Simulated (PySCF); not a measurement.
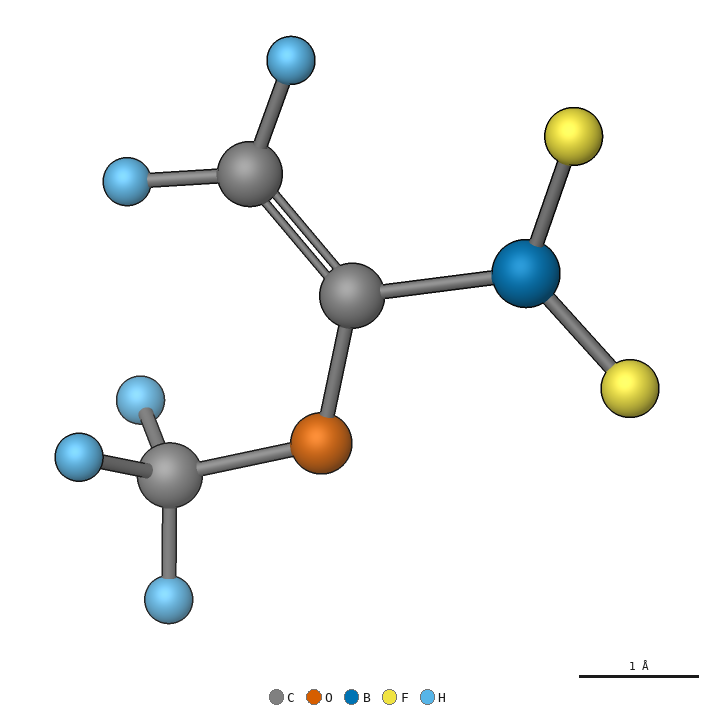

Rendered structure (ball-and-stick style).

Computed geometry: PBE0-D3(BJ)/def2-SVP optimisation. No frequency run is at hand to confirm it as a minimum.

Identify the structure.

The molecule is C3H5BF2O. As SMILES it reads `C=C(OC)B(F)F`. It has no ring. Among its groups: ether, alkene. Coordination: 2 C trigonal planar; 1 O bent; 1 C tetrahedral; 1 B trigonal planar.

More results for the same structure follow; atom numbers are the same in all pictures, views and colours differ.

Geometry

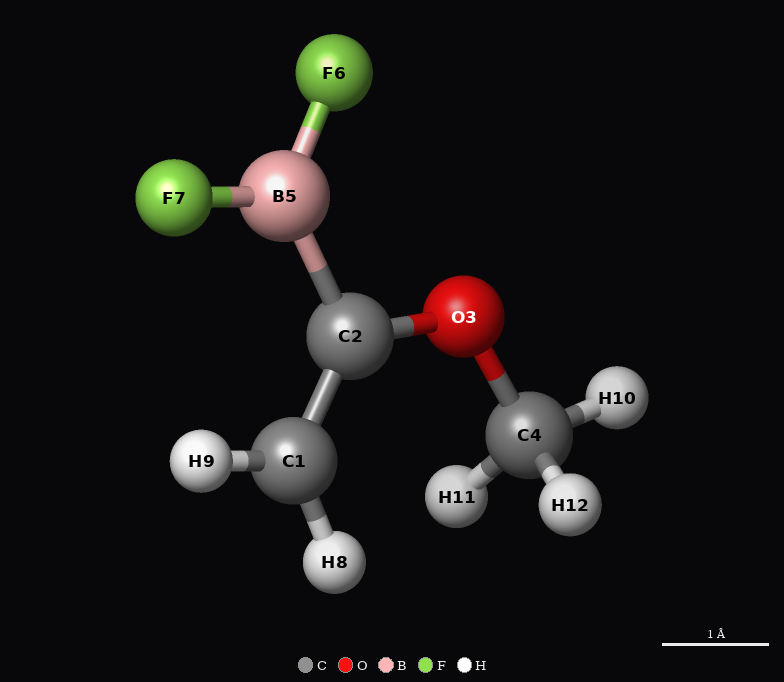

Numbered structure. No frequency run is at hand to confirm it as a minimum.

Give the bond lengths.

```json
{"bond": "C1–C2", "length (Å)": "1.347", "order": "double"}
{"bond": "C1–H8", "length (Å)": "1.092", "order": "single"}
{"bond": "C1–H9", "length (Å)": "1.091", "order": "single"}
{"bond": "C2–O3", "length (Å)": "1.349", "order": "single"}
{"bond": "C2–B5", "length (Å)": "1.561", "order": "single"}
{"bond": "O3–C4", "length (Å)": "1.398", "order": "single"}
{"bond": "C4–H10", "length (Å)": "1.097", "order": "single"}
{"bond": "C4–H11", "length (Å)": "1.105", "order": "single"}
{"bond": "C4–H12", "length (Å)": "1.105", "order": "single"}
{"bond": "B5–F6", "length (Å)": "1.315", "order": "single"}
{"bond": "B5–F7", "length (Å)": "1.319", "order": "single"}
```

Levels of theory compared

No frequency run is at hand to confirm it as a minimum. Program: PySCF 2.14.0.

At this fixed geometry, give HOMO energy (eV) at these levels: B97-2/pcSseg-1; BLYP/pcSseg-1; CAM-B3LYP/pcJ-1; PBE/pcJ-1; PBE/pcSseg-1; WP04/pcSseg-1.

```
          level  HOMO energy (eV)
 B97-2/pcSseg-1             −6.94
  BLYP/pcSseg-1             −5.80
CAM-B3LYP/pcJ-1             −8.50
      PBE/pcJ-1             −5.95
   PBE/pcSseg-1             −5.96
  WP04/pcSseg-1             −8.34
```

NMR shielding

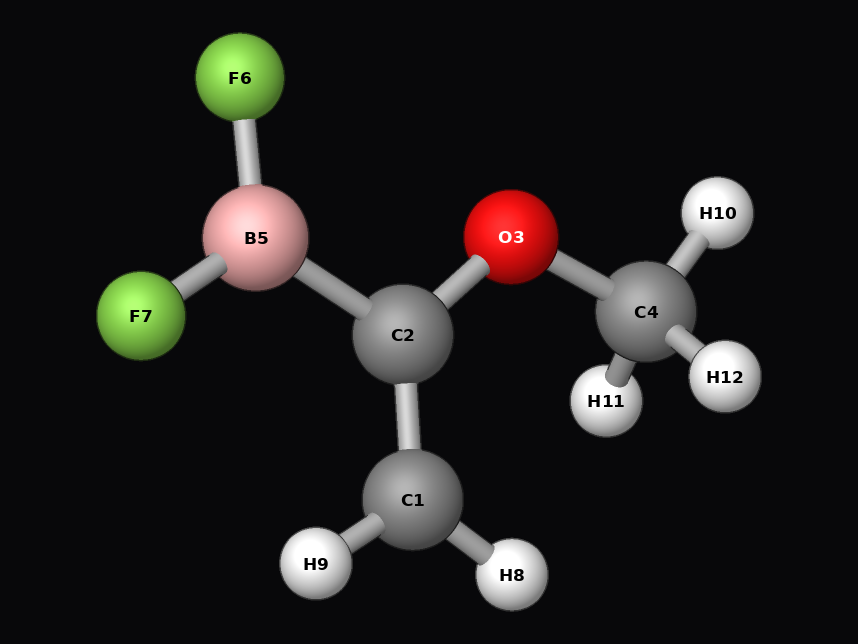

No frequency run is at hand to confirm it as a minimum. Properties computed with GIAO PBE/pcSseg-1 NMR shielding, non-relativistic, gas phase (PySCF 2.14.0). Principal shieldings σ11 ≤ σ22 ≤ σ33, span Ω = σ33 − σ11, skew κ = 3(σiso − σ22)/Ω.

Give the shielding tensors of the B atoms.

| atom | σ11 | σ22 | σ33 | σiso | Ω | κ |
| --- | --- | --- | --- | --- | --- | --- |
| B5 | 69.6 | 75.6 | 78.2 | 74.5 | 8.6 | −0.40 |

Shieldings and span in ppm.

Charges

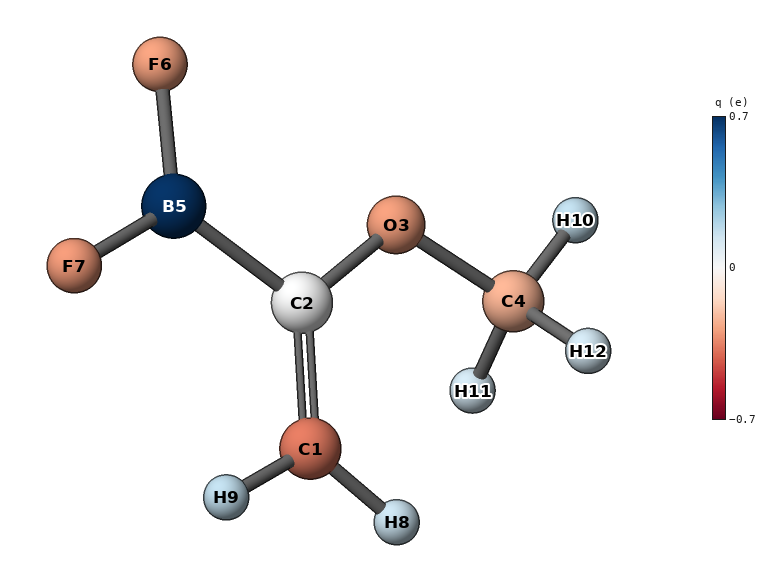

Atoms are coloured by their IAO charges. No frequency run is at hand to confirm it as a minimum. Level of theory: PBE0/6-31G, gas phase (PySCF 2.14.0).

Give the IAO charges atom by atom.

```
atom  value (e)
  C1      −0.36
  C2       0.00
  O3      −0.29
  C4      −0.24
  B5       0.69
  F6      −0.29
  F7      −0.30
  H8       0.16
  H9       0.18
 H10       0.18
 H11       0.14
 H12       0.14
```
